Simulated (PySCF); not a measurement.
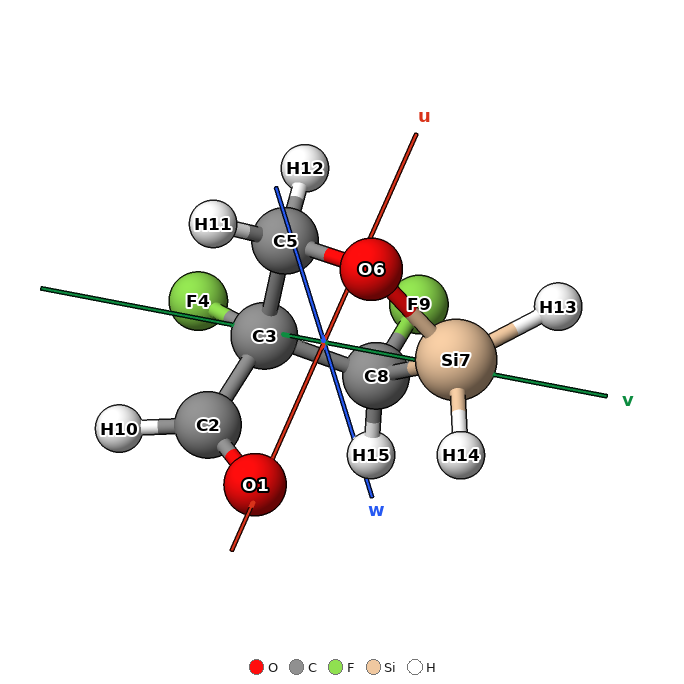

The lines u, v and w are the principal axes of the static dipole polarisability. Computed geometry: GFN2-xTB optimisation. No frequency run is at hand to confirm it as a minimum. Method: CAM-B3LYP/def2-SVPD (PySCF 2.14.0).

Question. Along which axis is the molecule most polarisable, and along which least?

Answer. Most along v, least along w.

Question. Give the three principal values.

Answer. u 74.2, v 82.0, w 64.9 bohr³; mean 73.7, anisotropy 14.7 bohr³.

The geometry is semi-empirical. Around Si such bond lengths and angles can be off by a tenth of an ångström or more and by several degrees, and values that hang on the shape move with them.
